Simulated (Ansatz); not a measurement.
**FH$_{5}$OPSi (charge +1): density, localisation and related maps**

The calculation's input:

```
basis:
  gaussian:
    orbitals: def2-TZVPD
crystal:
  periodic: [false, false, false]
  atoms:
    - {symbol: F, position_ang: [1.835028, -0.059690, -0.632125]}
    - {symbol: O, position_ang: [0.839724, -2.218472, 0.373450]}
    - {symbol: P, position_ang: [-0.629473, -2.052301, -0.131748]}
    - {symbol: Si, position_ang: [2.326548, -1.318984, 0.253012]}
    - {symbol: H, position_ang: [3.250577, -2.180701, -0.500193]}
    - {symbol: H, position_ang: [2.657541, -0.915545, 1.628336]}
    - {symbol: H, position_ang: [-0.711406, -2.002068, -1.538790]}
    - {symbol: H, position_ang: [-1.239769, -0.882474, 0.366262]}
    - {symbol: H, position_ang: [-1.367549, -3.162821, 0.316069]}
output: {forces: true, orbitals: {seedname: orbitals}}
total_charge: 1
hamiltonian:
  xc: {name: PBE0}
```

Command:

```sh
ansatz run input.yaml --threads 1 --pin off --max-ram 2610MiB --events-out events.jsonl --progress --plain --runs-dir runs
```

Geometry: PBE0-D3(BJ)/pcseg-1.

These are results of isolated molecule in a Gaussian basis; Kohn-Sham density functional theory, functional PBE0 (Ansatz 0.2.0), not measurements.

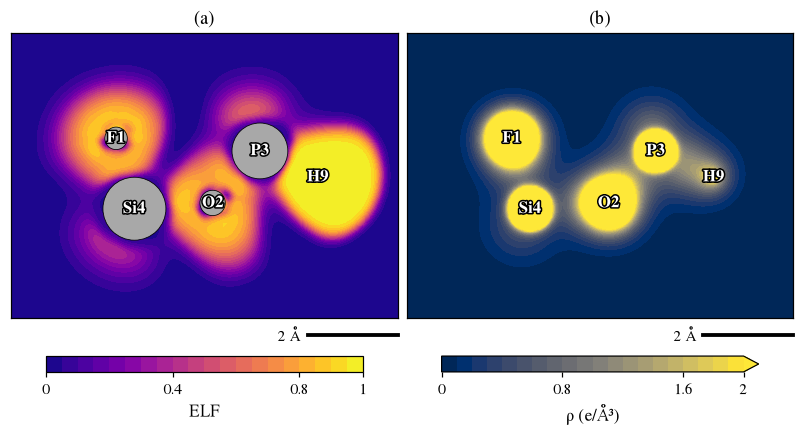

Figure 1. (a) electron localisation function; (b) electron density on the plane of atoms P3, O2 and Si4. Grey discs cover the atomic cores in the ELF map.

What do the fields say about this system?

- Atoms in the plane: F, O, P, Si and H.
- P–O (1.56 Å): ρ at the midpoint is about 1.6 e/Å³; the ELF peaks at about 0.85 between the atoms, as expected for a short, strongly polar bond.
- Si–F (1.62 Å): ρ at the midpoint is about 1.1 e/Å³; the ELF peaks at about 0.85 in the valence shell of F, 0.6 Å from its nucleus, and is about 0.55 at the midpoint.
- Si–O (1.74 Å): the density is about 0.9 e/Å³ at the midpoint; the ELF peaks at about 0.85 between the atoms: a shared but strongly polarised pair.
- P–H (1.41 Å): ρ at the midpoint is about 1.2 e/Å³; the ELF climbs to about 1 towards the hydrogen, as it does in any bond to H: a covalent bond by its length.
- The ELF also peaks beside O2 and F1, away from the bonds: lone-pair regions.

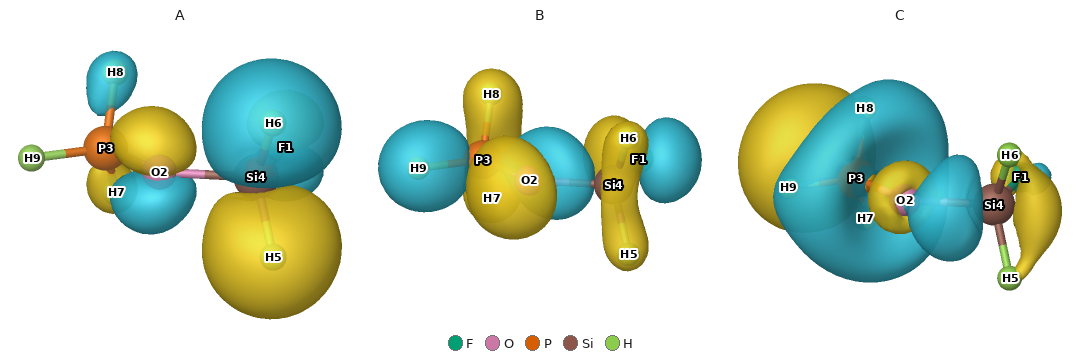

Figure 2. Three frontier orbitals at ±0.08 Å⁻³ᐟ² (yellow and cyan are the two phases), in no order.

Order the three orbitals by energy and name them.

B is the HOMO−1 (−16.00 eV). By Hirshfeld shares it lies mainly on O2 (about 45 %), F1 (about 25 %), P3 (about 10 %) and H9 (about 5 %). A is the HOMO (−14.41 eV). By Hirshfeld shares it lies mainly on Si4 (about 30 %), H5 (about 20 %), H6 (about 20 %), O2 (about 10 %) and F1 (about 10 %). C is the LUMO (−6.37 eV). Its weight (Hirshfeld) is mainly on P3 (about 55 %), O2 (about 10 %), Si4 (about 10 %), H8 (about 5 %), H7 (about 5 %) and H9 (about 5 %).

What is the HOMO–LUMO gap?

8.04 eV between the orbital energies.

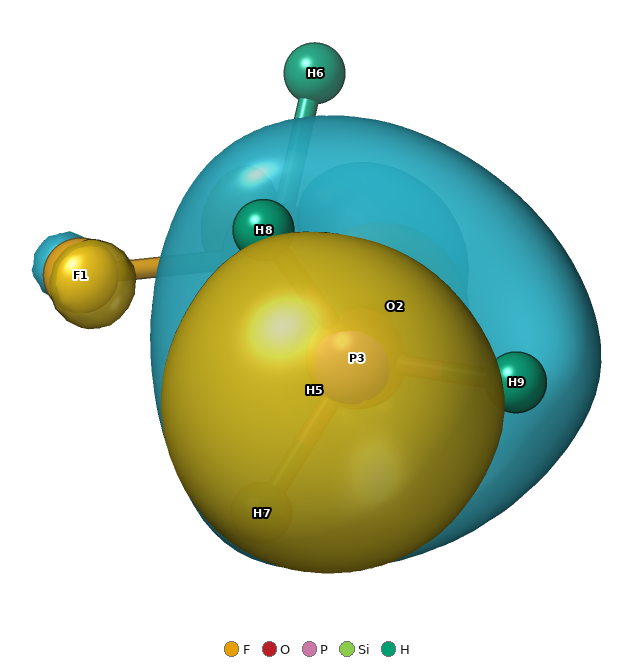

Figure 3. One frontier orbital at ±0.1 Å⁻³ᐟ² (yellow and cyan are the two phases), seen at an oblique angle.

Which orbital is it: HOMO or LUMO?

The LUMO, at −6.37 eV. It lies mainly on P3 (about 55 %), O2 (about 10 %), Si4 (about 10 %), H8 (about 5 %), H7 (about 5 %) and H9 (about 5 %).
